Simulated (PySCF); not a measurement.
## A study: CH$_{8}$AsGa, SMILES `C[AsH2+][GaH3-]`

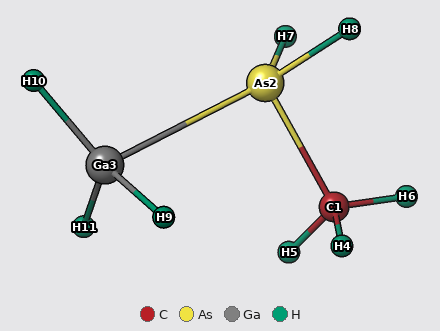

The molecule, with its atoms numbered as below. No frequency check shows the geometry to be a minimum.

Geometry (Å), atoms numbered from 1:

```
C1       1.6216   -1.4218    0.0001
As2      1.0527    0.4495    0.0000
Ga3     -1.5577   -0.0746    0.0001
H4       1.2039   -1.9127    0.8815
H5       1.2039   -1.9119   -0.8834
H6       2.7063   -1.5358    0.0002
H7       1.9843    0.9322   -1.0668
H8       1.9843    0.9311    1.0677
H9      -1.4812   -0.8899    1.3302
H10     -2.2978    1.2873   -0.0005
H11     -1.4812   -0.8885   -1.3311
```

Part 1: Bonding charge

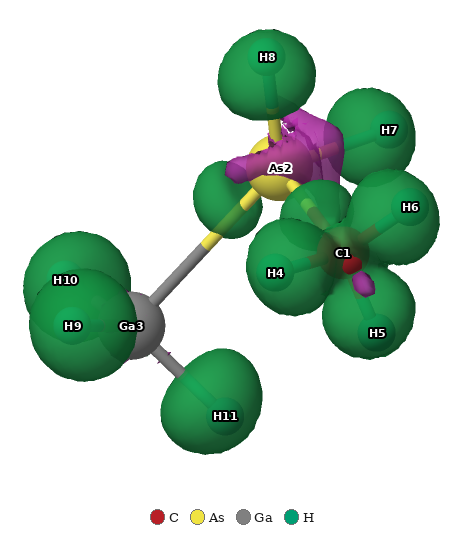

Deformation density (molecule less spherical, spin-averaged free atoms at the same positions), surfaces at ±0.09 e/Å³; green: gain, purple: loss.

Computed with PySCF, r2SCAN/cc-pVDZ, geometry: GFN2-xTB.

How much density has each bond gained at its critical point, relative to the free atoms?

Answer. C1–H4 and C1–H5: +0.63 e/Å³ at the bond critical point (bond length 1.09 Å, Mayer order 1.0). C1–H6: +0.63 e/Å³ at the bond critical point (bond length 1.09 Å, Mayer order 1.0). As2–H7 and As2–H8: +0.23 e/Å³ at the bond critical point (bond length 1.50 Å, Mayer order 0.9). Ga3–H10: +0.19 e/Å³ at the bond critical point (bond length 1.55 Å, Mayer order 1.0). C1–As2: +0.18 e/Å³ at the bond critical point (bond length 1.96 Å, Mayer order 1.0). Ga3–H9 and Ga3–H11: +0.18 e/Å³ at the bond critical point (bond length 1.56 Å, Mayer order 0.9). As2–Ga3: −0.01 e/Å³ at the bond critical point (bond length 2.66 Å, Mayer order 0.4). In all, 2.1 electrons gather in the regions of gain relative to the promolecule. A small or negative value marks a very polar bond, one between electron-rich atoms, whose free-atom densities already overlap strongly, a long bond to a heavier atom, or a closed-shell contact such as a hydrogen bond.

Part 2: Bond critical points

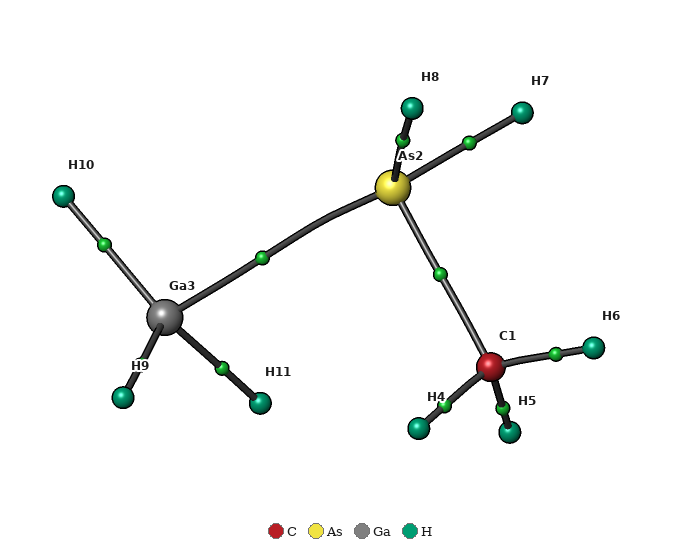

Molecular graph of the electron density (QTAIM): bond paths, bond critical points (green), ring points (magenta, if any); weak paths are dashed.

How many critical points of each kind are there, and does the count close?

Answer. 11 nuclei, 10 bond, 0 ring and 0 cage critical points: 11 − 10 + 0 − 0 = 1, as the Poincaré–Hopf relation requires.

Tabulate density, Laplacian, ellipticity and energy density at the bond critical points (atomic units).

Answer.
```tsv
bond	length (Å)	ρ (a.u.)	∇²ρ (a.u.)	ε	H (a.u.)
C1–H6	1.091	0.271	−0.96	0.00	−0.286
C1–H4 (2 alike)	1.092	0.271	−0.97	0.01	−0.287
As2–H7 (2 alike)	1.496	0.154	−0.07	0.03	−0.111
C1–As2	1.956	0.139	−0.09	0.02	−0.092
Ga3–H10	1.550	0.116	+0.17	0.04	−0.055
Ga3–H9 (2 alike)	1.562	0.113	+0.16	0.04	−0.053
As2–Ga3	2.663	0.040	+0.06	0.04	−0.009
```

What kind of interaction is As2–H7?

Answer. Shared-shell (covalent): ρ = 0.154, ∇²ρ = −0.07, H = −0.111 a.u.

Part 3: Local ionisation energy

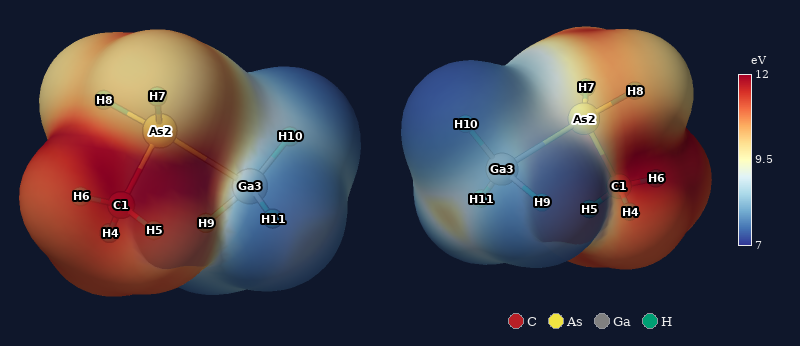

Average local ionisation energy on the surface of electron density 0.001 a.u. (back view left, front view right).

Locate the minima of the map.

Answer. The lowest value is 7.3 eV, 1.5 Å from H10. Further minima include 7.4 eV, 1.5 Å from H11, and at like points elsewhere; 9.9 eV, 1.4 Å from H8, and at like points elsewhere; 10.9 eV, 1.4 Å from H6. For comparison, the highest occupied orbital lies at −6.9 eV.

Part 4: Excited states

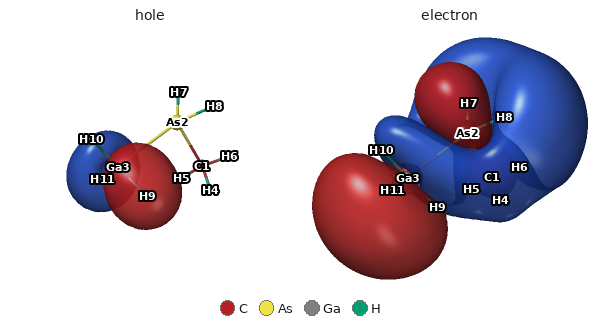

Leading natural transition orbital pair of S₂ (TDA singlet states); the surfaces enclose about 85 % of each orbital's density.

PySCF calculation, B3LYP/aug-cc-pVDZ, gas phase; geometry: GFN2-xTB.

Give its energy and the atoms that hole and electron lie on.

Answer. 5.77 eV (215 nm), f = 0.007, partly diffuse acceptor orbital; the leading pair carries 100 %; hole on Ga3 (37 %) and H9 and H11 (29 % each), electron on Ga3 (32 %), As2 (26 %) and H7 and H8 (10 % each) (atom shares of so diffuse an orbital are rough); their centroids lie 1.9 Å apart; S₁ lies within 0.1 eV of it. In canonical orbitals it is mainly HOMO−1 → LUMO (97 %). The HOMO–LUMO gap is 6.54 eV.

Part 5: In an electric field

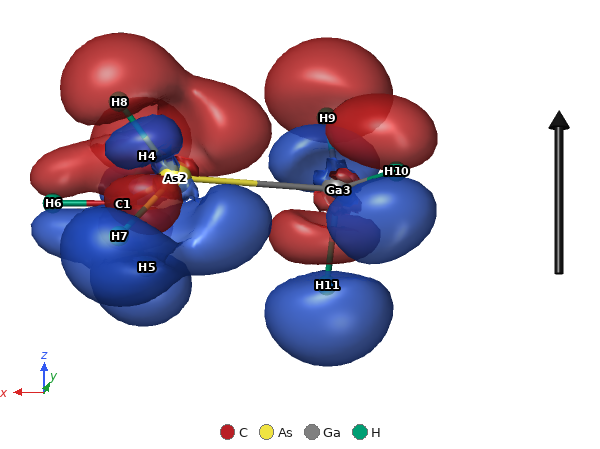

Change of the electron density in a uniform field of 0.26 V/Å along +z (arrow), surfaces at ±0.0015 e/Å³ (blue: gain, red: loss).

Method: TPSSh/def2-SVPD; geometry: GFN2-xTB; program: PySCF.

The field was applied in both directions; the picture shows the one opposite to the script's first.

How large is the response?

Answer. The induced dipole is 0.89 D (along the field); α along this axis, from the fields in both directions, is 70 bohr³ (10.4 Å³).

Part 6: Stretching a bond

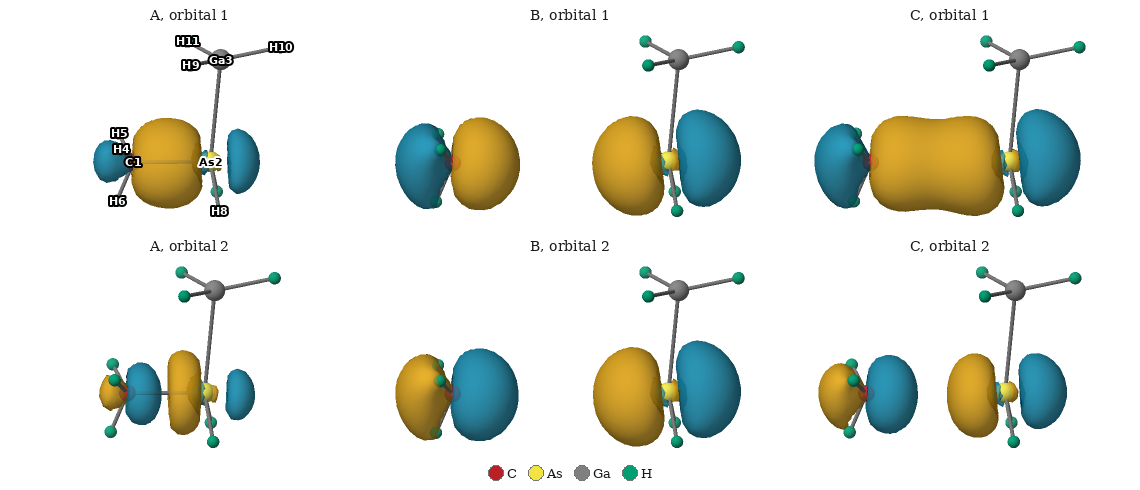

Rigid stretch of the C1–As2 bond. The two CASSCF(2,2) natural orbitals nearest half filling (orbital 1 the more occupied).

Level of theory: cc-pVDZ basis (PySCF), at a geometry from GFN2-xTB.

The columns are at 1.95, 3.51 and 5.46 Å, in some order. Assign them, and give the occupations.

Answer. A: 1.95 Å, occupations 1.98 and 0.02. B: 5.46 Å, occupations 1.03 and 0.97. C: 3.51 Å, occupations 1.46 and 0.54.

Where does the UHF solution part from RHF?

Answer. Between 2.34 Å (⟨S²⟩ = 0, the two coincide) and 2.63 Å (⟨S²⟩ = 0.44); at 5.46 Å ⟨S²⟩ is 1.02 and UHF lies 4.7 eV below RHF.

How much energy does the stretch cost?

Answer. By CASSCF, 2.8 eV from the lowest point of the scan (1.95 Å) to 5.46 Å; RHF gives 6.9 eV from its own lowest point. The fragments aren't relaxed and dynamic correlation is missing, so this isn't a bond dissociation energy.

The PySCF runs shown took 32 s, 8.8 min, 2.3 min and 14 min on 1 thread of Arm Neoverse V1 (shared host).
